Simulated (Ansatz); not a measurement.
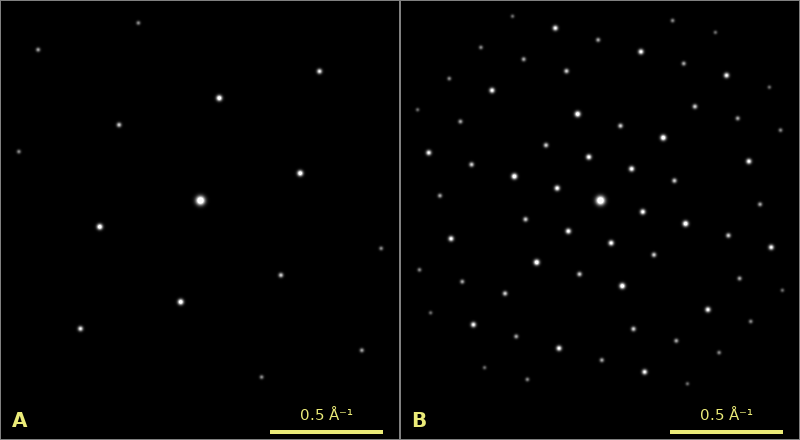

Kinematic electron diffraction patterns (200 kV, B = 0.5 Å², same scale, each along a low-index zone) of two structures of composition RuC2, each relaxed at zero pressure with DFT PBE, scalar-relativistic, plane waves, PAW (Ansatz 0.2.0).

The structures (standard cells):
1. I4_1/amd (No. 141), a = 3.579 Å, c = 8.049 Å, 12 atoms; generated start, possibly hypothetical
2. P6_422 (No. 181), a = 5.778 Å, c = 6.688 Å (hexagonal axes), 9 atoms; generated start, possibly hypothetical

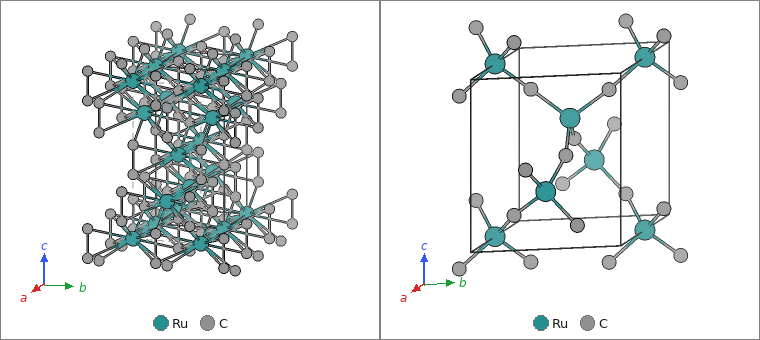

Drawings of the structures 1 to 2, from left to right (each may span several cells).

Q: Which pattern belongs to which structure, and along which zone?

A: A is structure 1 along [110] or an equivalent direction: centred rectangular net of -1 1 -2 at d = 2.14 Å and -1 1 2 at d = 2.14 Å, 64.3° apart (some points of this net are extinct or too weak to see). B is structure 2 along [001]: hexagonal net of 1 -1 0 at d = 5.00 Å and 1 0 0 at d = 5.00 Å, 60.0° apart (some points of this net are extinct or too weak to see).

Q: Which structure lies lowest at this level of theory, and by how much?

A: Structure 1 (I4_1/amd, 8.59 Å³ an atom) is the lowest of these; structure 2 (P6_422, 21.49 Å³ an atom) lies about 95 meV an atom higher. These are static energies at 0 K; other structures, not shown, may lie lower still.
